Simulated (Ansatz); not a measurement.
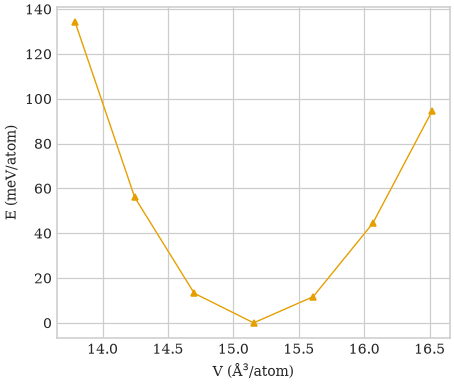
MoPt (L1₀ or tetragonal B2, P4/mmm) under volume change, r²SCAN (plane waves, PAW; program Ansatz), shape and atoms relaxed at each volume.

Q: What does a third-order Birch–Murnaghan fit give for V₀, B₀ and B′?

A: V₀ = 15.16 Å³/atom, B₀ = 291 GPa, B′ = 4.8.

The start of the workflow was typed in or built on a structure type; neither database checked (COD, Materials Project) lists it. Whether it is the stable phase at ambient conditions was not checked. Symmetry was held in the r²SCAN relaxation; its stability against distortions is not shown here. No spin polarisation was allowed. Spin–orbit coupling is left out wherever it is not named.

Potentials: the later of the program's two PAW sets.
